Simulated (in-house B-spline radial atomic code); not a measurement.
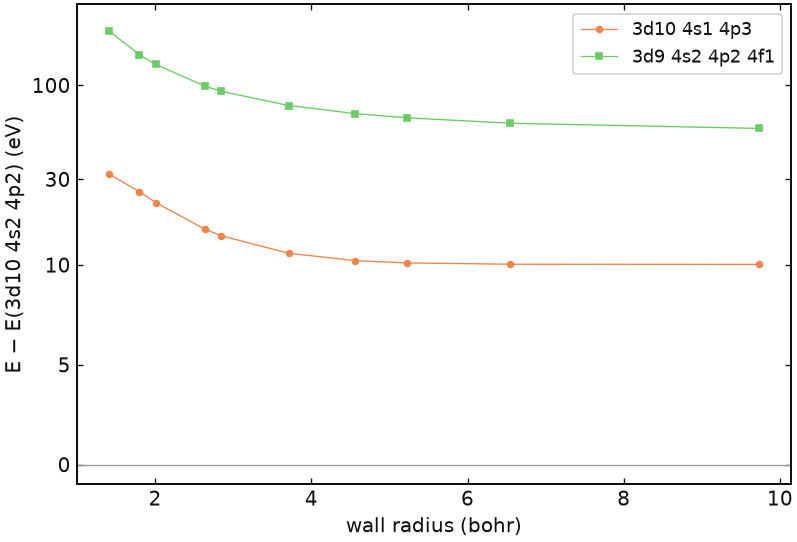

The As⁺ ion in the configuration [Ar] 3d10 4s2 4p2 (open shells shared over both j by 2j + 1). It is put inside a hard spherical wall of varying radius. The calculation used an in-house B-spline radial code at this level: Dirac-Hartree-Fock, average of configuration, Fermi nucleus, hard spherical wall, basis-set limit. The plot shows the energy of other fillings against the starting one at the same radius, on a scale that is linear within ±10 eV and logarithmic beyond.

Which of the fillings is lower at each radius?

Answer. Against 3d10 4s2 4p2: 3d10 4s1 4p3 lies 10.1 eV above it at 9.73 bohr and never crosses it, ending at 32.1 eV at 1.41 bohr; 3d9 4s2 4p2 4f1 lies 57.6 eV above it at 9.73 bohr and never crosses it, ending at 200.7 eV at 1.41 bohr. At the tightest wall the lowest of the fillings run is 3d10 4s2 4p2; others weren't tried.
